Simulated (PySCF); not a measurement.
## C$_{4}$H$_{6}$FO: a changed input and its effect

System: C$_{4}$H$_{6}$FO, charge +1.
Method of run A: GIAO PBE0/pcSseg-1 NMR shielding, non-relativistic, gas phase (PySCF 2.14.0).

The geometry comes from this level: GFN2-xTB, MD frame at 250 fs, 300 K. Text and figures count atoms from 1; the logs count them from 0 in places.

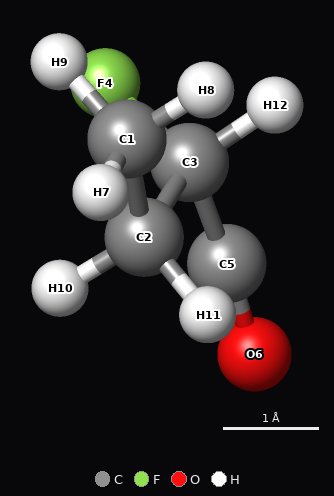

Figure 1. The input geometry (ball-and-stick view, seen at an oblique angle; atoms are numbered from 1 in the order of the input).

Input file, run A:
```
{"job": {"kind": "nmr", "xc": "PBE0", "basis": "pcSseg-1", "pop": false}, "charge": 1, "multiplicity": 1}
C     -1.790000    -0.122900     0.230700
C     -0.491600     0.032000    -0.445600
C      0.476600     0.527200     0.673300
F      0.229200     1.738800     1.166700
C      1.727900     0.405100     0.020100
O      2.586000     0.187200    -0.640200
H     -2.416700    -0.506700    -0.535200
H     -1.916900    -0.864100     0.959400
H     -2.157700     0.810500     0.729900
H     -0.459600     0.762600    -1.233400
H     -0.216700    -0.913400    -0.980500
H      0.522600    -0.133800     1.545500
```

The first line tells a small driver script what to run in PySCF; the rest is the geometry in Å.

Launched with:
```bash
OMP_NUM_THREADS=1 python <driver script> task.json out
```

Hardware: 1 CPU thread, shared host.

Output (run A):
```
coarse grid: 10240 points
cycle   1  E = -330.1337589155  dE =  1.408e+00  |g| = 8.641e-01  |ddm| = 3.017e+00
cycle   2  E = -329.6425063171  dE =  4.913e-01  |g| = 1.892e+00  |ddm| = 1.717e+00
cycle   3  E = -330.2808270459  dE = -6.383e-01  |g| = 2.365e-01  |ddm| = 1.033e+00
cycle   4  E = -330.2912135550  dE = -1.039e-02  |g| = 8.423e-02  |ddm| = 2.131e-01
cycle   5  E = -330.2924421586  dE = -1.229e-03  |g| = 1.598e-02  |ddm| = 4.985e-02
cycle   6  E = -330.2924805568  dE = -3.840e-05  |g| = 4.461e-03  |ddm| = 1.460e-02
cycle   7  E = -330.2924838162  dE = -3.259e-06  |g| = 1.281e-03  |ddm| = 3.500e-03
final grid: 99880 points
cycle   8  E = -330.3459016676  dE = -6.865e-06  |g| = 1.479e-02  |ddm| = 2.413e-02
cycle   9  E = -330.3457641398  dE =  1.375e-04  |g| = 3.108e-02  |ddm| = 2.328e-02
cycle  10  E = -330.3459432742  dE = -1.791e-04  |g| = 3.023e-03  |ddm| = 1.558e-02
cycle  11  E = -330.3459452095  dE = -1.935e-06  |g| = 2.896e-04  |ddm| = 1.999e-03
cycle  12  E = -330.3459452244  dE = -1.487e-08  |g| = 1.182e-04  |ddm| = 3.024e-04
cycle  13  E = -330.3459452265  dE = -2.152e-09  |g| = 3.658e-05  |ddm| = 8.509e-05
cycle  14  E = -330.3459452268  dE = -2.474e-10  |g| = 9.905e-06  |ddm| = 3.315e-05
converged SCF energy = -330.3459452268

GIAO shielding tensors (ppm)
atom      isotropic    diamagn.    paramagn.     s11        s22        s33       span
  0 C      174.772     244.992     -70.220    154.460    172.896    196.960     42.500
  1 C      140.030     253.378    -113.347    104.248    138.973    176.869     72.621
  2 C      112.531     247.210    -134.679     75.200    108.279    154.114     78.914
  3 F      433.290     467.650     -34.360    379.839    433.561    486.470    106.630
  4 C       29.335     264.176    -234.841    -91.846    -72.673    252.524    344.371
  5 O      -45.720     396.211    -441.931   -223.063   -134.775    220.677    443.740
  6 H       30.000      27.333       2.667     24.347     27.196     38.456     14.109
  7 H       30.795      29.489       1.306     26.790     27.941     37.654     10.864
  8 H       28.545      26.267       2.278     23.651     27.320     34.664     11.012
  9 H       28.578      30.857      -2.279     25.442     27.652     32.640      7.199
 10 H       27.633      30.781      -3.148     23.194     26.834     32.871      9.677
 11 H       25.266      28.053      -2.787     22.406     23.816     29.577      7.171
```

The input of run B differs as follows (lines with − go, lines with + come):
```diff
-C     -1.790000    -0.122900     0.230700
-C     -0.491600     0.032000    -0.445600
-C      0.476600     0.527200     0.673300
-F      0.229200     1.738800     1.166700
-C      1.727900     0.405100     0.020100
-O      2.586000     0.187200    -0.640200
-H     -2.416700    -0.506700    -0.535200
-H     -1.916900    -0.864100     0.959400
-H     -2.157700     0.810500     0.729900
-H     -0.459600     0.762600    -1.233400
-H     -0.216700    -0.913400    -0.980500
-H      0.522600    -0.133800     1.545500
+C     -1.755900    -0.234700     0.305200
+C     -0.574300    -1.151900     0.528900
+C      0.590800    -0.141400     1.036400
+F      0.065100     0.719200     1.979800
+C      1.205700     0.467600    -0.085600
+O      1.697900     0.641200    -1.059400
+H     -2.568100    -0.699600    -0.234500
+H     -2.255900     0.006500     1.277900
+H     -1.459600     0.740200    -0.130900
+H     -0.312000    -1.528800    -0.467700
+H     -0.619200    -1.916200     1.294600
+H      1.323200    -0.798000     1.477600
```

How does run B compare with run A?

With the same method and basis, run B lies 0.29 kcal/mol higher. The HOMO goes from −14.58 to −14.70 eV. The LUMO goes from −8.64 to −9.06 eV. Of all shieldings, the largest change is that of F4, by −22.0 ppm. The number of SCF iterations is the same.

Output (run B):
```
coarse grid: 10240 points
cycle   1  E = -330.1243900116  dE =  1.218e+00  |g| = 8.744e-01  |ddm| = 2.953e+00
cycle   2  E = -329.5866168688  dE =  5.378e-01  |g| = 1.969e+00  |ddm| = 1.648e+00
cycle   3  E = -330.2783906288  dE = -6.918e-01  |g| = 2.398e-01  |ddm| = 1.010e+00
cycle   4  E = -330.2891416330  dE = -1.075e-02  |g| = 9.019e-02  |ddm| = 2.096e-01
cycle   5  E = -330.2904862517  dE = -1.345e-03  |g| = 2.170e-02  |ddm| = 5.239e-02
cycle   6  E = -330.2905597942  dE = -7.354e-05  |g| = 5.074e-03  |ddm| = 1.744e-02
cycle   7  E = -330.2905642130  dE = -4.419e-06  |g| = 1.604e-03  |ddm| = 4.054e-03
final grid: 99880 points
cycle   8  E = -330.3454295969  dE = -5.639e-06  |g| = 1.559e-02  |ddm| = 2.388e-02
cycle   9  E = -330.3452727639  dE =  1.568e-04  |g| = 3.319e-02  |ddm| = 2.409e-02
cycle  10  E = -330.3454754814  dE = -2.027e-04  |g| = 3.152e-03  |ddm| = 1.602e-02
cycle  11  E = -330.3454776010  dE = -2.120e-06  |g| = 3.470e-04  |ddm| = 2.066e-03
cycle  12  E = -330.3454776189  dE = -1.791e-08  |g| = 1.541e-04  |ddm| = 3.632e-04
cycle  13  E = -330.3454776226  dE = -3.668e-09  |g| = 3.791e-05  |ddm| = 1.078e-04
cycle  14  E = -330.3454776229  dE = -2.735e-10  |g| = 1.147e-05  |ddm| = 3.436e-05
converged SCF energy = -330.3454776229

GIAO shielding tensors (ppm)
atom      isotropic    diamagn.    paramagn.     s11        s22        s33       span
  0 C      168.149     246.892     -78.743    146.966    171.150    186.332     39.366
  1 C      130.498     254.723    -124.225     91.889    132.310    167.293     75.403
  2 C      104.870     249.317    -144.447     56.454    101.577    156.580    100.126
  3 F      411.332     470.272     -58.939    367.599    420.130    446.268     78.668
  4 C       31.209     264.113    -232.903    -97.640    -77.230    268.497    366.137
  5 O      -27.380     396.143    -423.523   -229.528   -175.340    322.728    552.256
  6 H       29.283      27.523       1.760     24.977     26.085     36.788     11.810
  7 H       28.249      27.296       0.953     23.956     26.443     34.346     10.390
  8 H       30.072      29.810       0.262     25.782     29.079     35.355      9.573
  9 H       27.918      31.269      -3.351     24.459     26.894     32.400      7.941
 10 H       27.268      29.054      -1.786     23.261     25.916     32.627      9.366
 11 H       24.814      27.278      -2.465     22.511     23.264     28.666      6.154
```

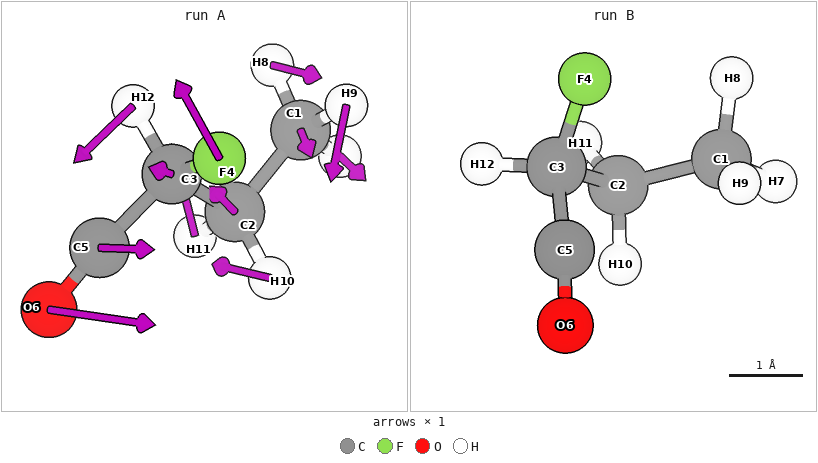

Figure 2. The two input geometries at one scale (ball-and-stick view, seen at a tilt). The pink arrows on the first give the shifts of the atoms after the best rigid fit, at true length. O6 moves most after the best rigid fit: 1.80 Å. By element the largest moves are O 1.80 Å, F 1.51 Å, H 1.35 Å, C 0.91 Å. Among the contacts that change: C1–H8 1.047 → 1.120 Å, C2–C3 1.560 → 1.624 Å, C3–F4 1.331 → 1.381 Å, C1–C2 1.472 → 1.512 Å.

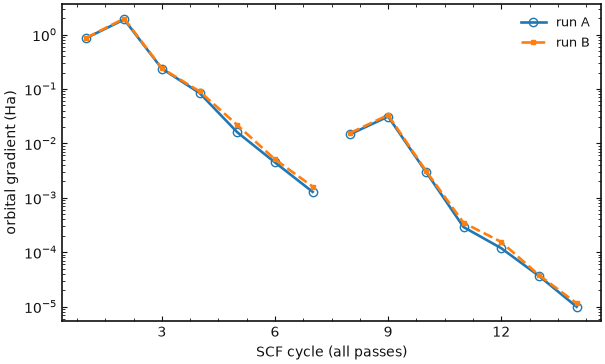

Figure 3. Convergence of the two runs: orbital gradient against the SCF cycle. A break in a curve parts two SCF passes (coarse and final grid). Run A takes 14 cycles in all, and run B takes 14.

The two runs side by side:

| quantity | run A | run B |
| --- | --- | --- |
| outcome | converged | converged |
| total energy (hartree) | −330.345945 | −330.345478 |
| HOMO (eV) | −14.58 | −14.70 |
| LUMO (eV) | −8.64 | −9.06 |
| shielding of C1 (ppm) | 174.8 | 168.1 |
| shielding of C2 (ppm) | 140.0 | 130.5 |
| shielding of C3 (ppm) | 112.5 | 104.9 |
| shielding of F4 (ppm) | 433.3 | 411.3 |
| shielding of C5 (ppm) | 29.3 | 31.2 |
| shielding of O6 (ppm) | −45.7 | −27.4 |
| shielding of H8 (ppm) | 30.8 | 28.2 |
| SCF iterations | 14 | 14 |
| basis functions | 132 | 132 |
| wall time (shared host) | 7 s | 6.9 s |
